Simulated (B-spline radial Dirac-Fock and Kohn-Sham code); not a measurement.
Atomic Zn. The calculation used Dirac partial waves in the static Dirac–Fock field, no polarisation or annihilation (a B-spline radial code).

Predict the main features of the following plot. Integrated elastic and transport cross sections for positrons against energy.

The elastic and first transport cross sections are 9.21 and 1.65 bohr² at 212 eV, 2.84 and 0.178 bohr² at 2.44 keV and 0.214 and 6.63 × 10⁻⁴ bohr² at 104 keV. Their ratio rises overall from 5.6 to 320 as the scattering turns forward.

The computed plot:

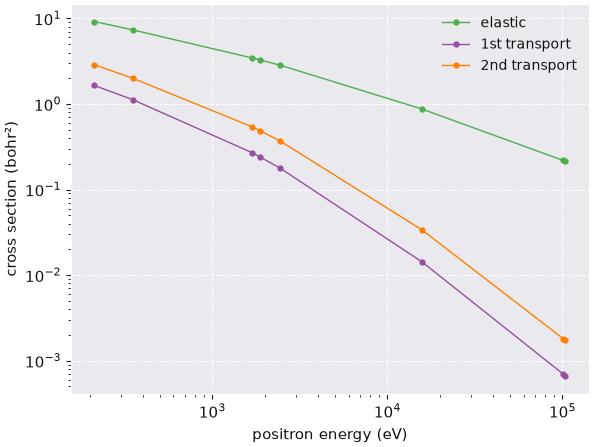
